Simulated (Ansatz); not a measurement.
# Fields on a plane of AlP (zinc blende)

```
CELL_PARAMETERS angstrom
      0.00000     2.75367     2.75367
      2.75367     0.00000     2.75367
      2.75367     2.75367     0.00000
ATOMIC_POSITIONS crystal
  P  0.25000 0.25000 0.25000
  Al 0.00000 0.00000 0.00000
```

The slice is a {100} plane (indices of the conventional cell) through the point (0.250, 0.250, 0.250) (fractional), spanned by u = [100] and v = [0 1 -1] in vectors of this cell: u (3.89 Å) and v (3.89 Å, at 90° to u). It covers one period; positions are fractions (u, v).

Atoms on it: P at (0.00, 0.00).

Method: PBE (plane waves to 420 eV, PAW, scalar-relativistic; Ansatz, a first-principles code). k mesh 10×10×10. Near the nuclei the fields are pseudised (PAW); where an atom keeps semicore shells as valence, they peak there. AlP was relaxed with its symmetry unable to fall. The PAW data are Ansatz's earlier set.

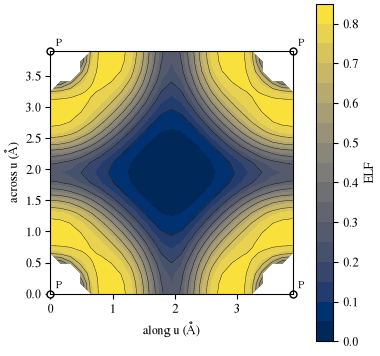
Electron localisation function (ELF), one period of the plane, atoms marked. Points within 0.5 Å of a nucleus are left white, as the pseudised field means little there.

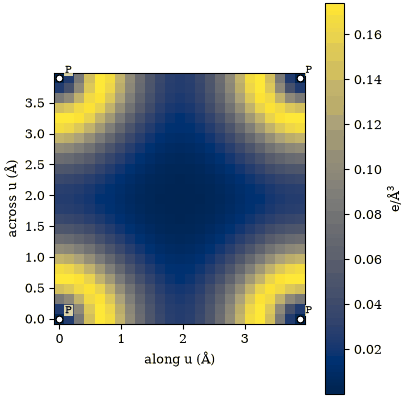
Figure. Density of the highest valence band (whole band, smooth part) in e/Å³, one period of the plane, atoms marked.
